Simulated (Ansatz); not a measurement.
# BClFGaH$_{2}$ (SMILES F[BH2-][Ga+][Cl]): what the fields show

Input file:

```
crystal:
  periodic: [false, false, false]
  atoms:
    - symbol: B
      position_ang: [-1.661008, 0.561148, 1.341974]
    - symbol: Cl
      position_ang: [-0.318692, -0.874982, -2.455473]
    - symbol: F
      position_ang: [-2.403760, 0.074160, 2.333825]
    - symbol: Ga
      position_ang: [-1.346166, -0.938757, -0.523504]
    - symbol: H
      position_ang: [-0.447294, 0.519902, 1.450436]
    - symbol: H
      position_ang: [-2.191894, 1.294342, 0.524830]
basis:
  gaussian:
    orbitals: def2-TZVPD
hamiltonian:
  xc: {name: PBE0}
output:
  forces: true
  orbitals: {seedname: orbitals}
```

Run with:

```sh
ansatz run input.yaml --threads 2 --pin off --max-ram 4350MiB --events-out events.jsonl --progress --plain --runs-dir runs
```

Geometry: PBE0-D3(BJ)/def2-SVP.

Computed with Ansatz, isolated molecule in a Gaussian basis; Kohn-Sham density functional theory, functional PBE0.

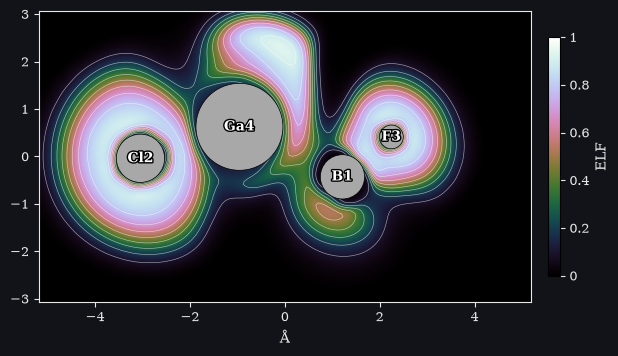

Figure 1. Electron localisation function on the plane of atoms F3, B1 and Ga4. Grey discs cover the atomic cores.

**Describe what can be read from this map.**

- The plane passes through B, Cl, F and Ga nuclei.
- B–F (1.33 Å): the ELF peaks at about 0.85 between the atoms (a polar covalent bond).
- Ga–Cl (2.19 Å): the ELF peaks at about 0.85 in the valence shell of Cl, 0.8 Å from its nucleus, and is about 0.55 at the midpoint.
- Ga–B (2.41 Å): the ELF reaches about 0.55 near the midpoint.
- The ELF also peaks beside Cl2 and F3, away from the bonds: lone-pair regions.

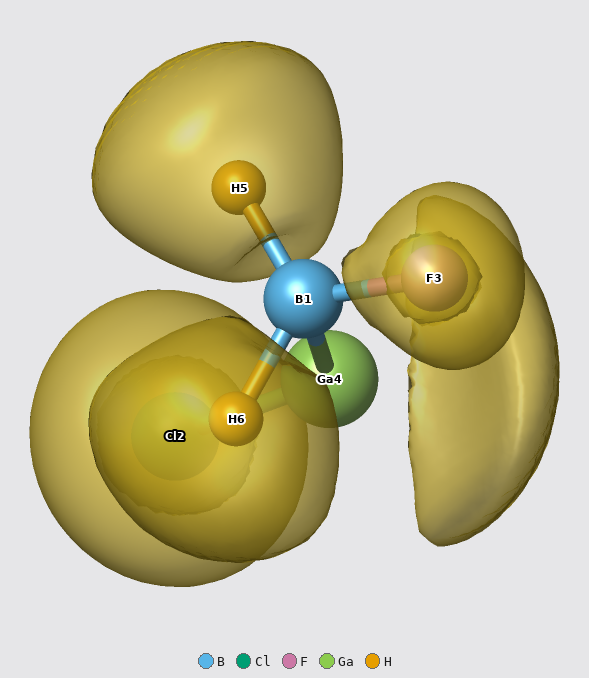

Figure 2. Isosurface of the electron localisation function at 0.75 (yellow), seen at an oblique angle. Core shells and regions of very low density are left out.

**Describe the localisation domains.**

The surface consists of two regions around hydrogen nuclei, one region on F in which the atom's valence shell and bonds are merged, one lobe on Ga, pointing away from the bonds (lone pairs) and one region wrapped around Cl (its valence shell).

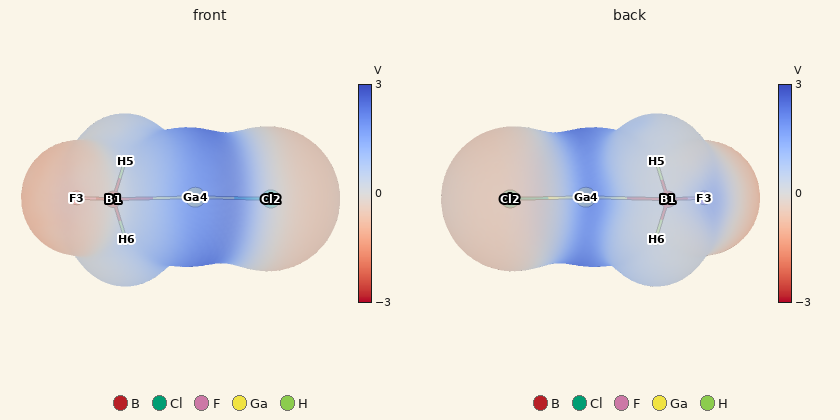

Figure 3. The electrostatic potential painted on the density surface at 0.002 e/bohr³, seen from the front and from behind; red is negative and blue positive.

**Which sites attract a positive test charge, and which a negative one?**

A positive charge is drawn to the negative regions and a negative charge to the positive ones. The most negative region (about −0.8 V) lies over F3, the most positive (about +2.2 V) over Ga4.

**How polar is the molecule by this calculation?**

Its dipole moment is 0.74 D.

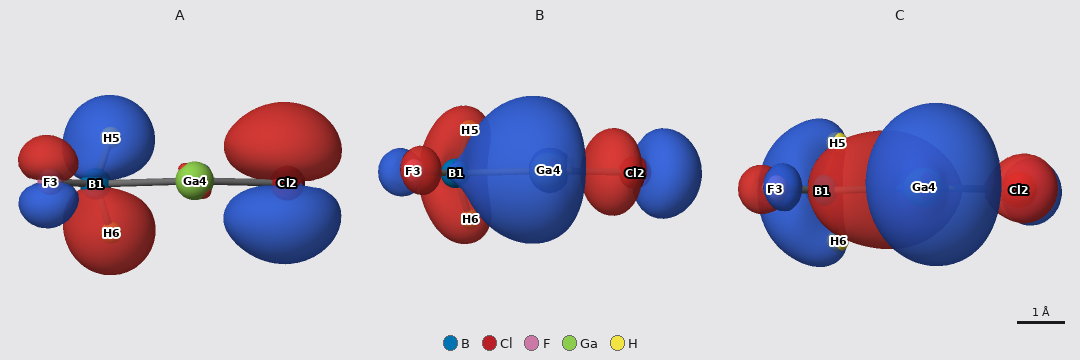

Figure 4. Three frontier orbitals at ±0.08 Å⁻³ᐟ² (red and blue are the two phases), in no order.

**Order the three orbitals by energy and name them.**

A is the HOMO−1 (−9.28 eV). By Hirshfeld shares it lies mainly on Cl2 (about 55 %), B1 (about 10 %), F3 (about 10 %), H5 (about 10 %) and H6 (about 10 %). B is the HOMO (−7.79 eV). Its weight (Hirshfeld) is mainly on Ga4 (about 50 %), Cl2 (about 25 %) and B1 (about 15 %). C is the LUMO (−2.50 eV). By Hirshfeld shares it lies mainly on Ga4 (about 55 %), B1 (about 25 %) and Cl2 (about 10 %).

**What is the HOMO–LUMO gap?**

5.29 eV between the orbital energies.
